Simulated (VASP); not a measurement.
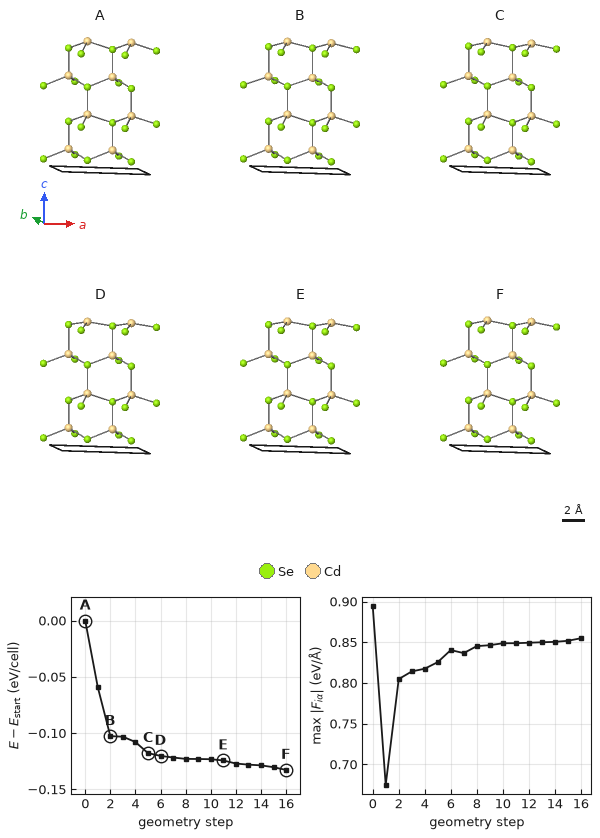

Frames of a relaxation of a slab of composition CdSe, marked on the history of the run. The picture is a ball-and-stick view of the 2 × 1 repeat of the cell, outlined in the plane, without the vacuum, seen slightly off an axis.

The run lets the atoms move in a fixed cell. 4 atoms are held fixed.

Computed with Kohn-Sham DFT of a periodic cell, PBE with dDsC, VASP PAW PBE potentials, recommended (VASP).

The input:
```
  ALGO = Normal
  DIPOL = 0.5 0.5 0.500
  EDIFF = 1E-7
  EDIFFG = -0.02
  ENCUT = 520
  GGA = PE
  IBRION = 2
  IDIPOL = 3
  ISIF = 2
  ISMEAR = 0
  IVDW = 4
  LASPH = True
  LCHARG = False
  LDIPOL = True
  LREAL = False
  LWAVE = False
  NELM = 60
  NSW = 60
  PREC = Accurate
  SIGMA = 0.05
```

Launched with:
```bash
cat potpaw_PBE.64/Se/POTCAR potpaw_PBE.64/Cd/POTCAR > POTCAR
mpirun -np 1 vasp_std > vasp.out
```

**What happens along the run?**

A Se atom moves most: 0.28 Å along the normal (+c). By element the largest moves are Se 0.28 Å, Cd 0.07 Å. The cell doesn't change. Some distances before and after: Cd–Se 2.631 → 2.836 Å, Cd–Se 2.631 → 2.779 Å, Cd–Se 2.632 → 2.551 Å, Cd–Se 2.632 → 2.608 Å. Among the angles between lasting bonds that change: Cd–Se–Cd 109.5° → 103.4°, Cd–Se–Cd 109.5° → 114.8°, Se–Cd–Se 109.5° → 114.8°. The energy falls by 0.133 eV per cell of the calculation in 16 geometry steps. Largest force component: 0.89 eV/Å at the start, 0.85 eV/Å at the end. From step 0 to 2: a Se atom moves most (0.13 Å), energy −0.103 eV per cell of the calculation. From step 2 to 5: a Se atom moves most (0.05 Å), energy −15.1 meV per cell of the calculation. From step 5 to 6: a Cd atom moves most (0.08 Å), energy −2.5 meV per cell of the calculation. From step 6 to 11: a Cd atom moves most (0.03 Å), energy −4.1 meV per cell of the calculation. From step 11 to 16: a Cd atom moves most (0.10 Å), energy −8.4 meV per cell of the calculation.
